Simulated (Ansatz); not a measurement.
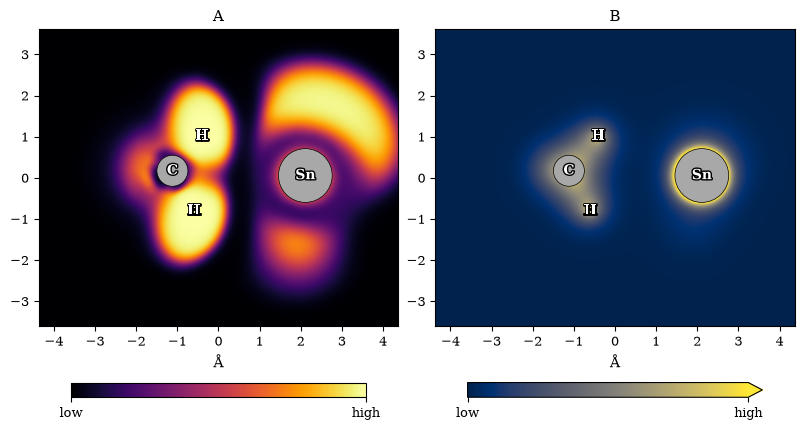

H2Sn···CH4: 2 fields on the plane of atoms H3, C2 and H6, with unlabelled colour scales. Grey discs cover the atomic cores.

Core potentials replace the inner electrons of Sn.

All numbers below come from Ansatz 0.2.0, RKS B3LYP-D4/def2-SVP.

```yaml
atoms:
  - { symbol: Sn, position_ang: [-0.0024, -0.0505, -0.9924] }
  - { symbol: C, position_ang: [1.5468, 0.0266, 1.8492] }
  - { symbol: H, position_ang: [0.4626, -0.1618, 1.8214] }
  - { symbol: H, position_ang: [2.0410, -0.8091, 2.3639] }
  - { symbol: H, position_ang: [1.7317, 0.9702, 2.3802] }
  - { symbol: H, position_ang: [1.9797, 0.1081, 0.8360] }
  - { symbol: H, position_ang: [-0.9454, 1.2289, -0.1686] }
  - { symbol: H, position_ang: [-0.9556, -1.3123, -0.1513] }
```

Q: Match the panels to the quantities (electron density and electron localisation function).

A: Panel A: electron localisation function. Panel B: electron density. From the grid: Sn1···H6 (2.70 Å): the density falls to about 0.08 e/Å³ on the way; the ELF dips to about 0.05 between them. C–H (1.10 Å): ρ at the midpoint is about 1.9 e/Å³; the ELF climbs to about 1 towards the hydrogen, as it does in any bond to H: a covalent bond by its length.
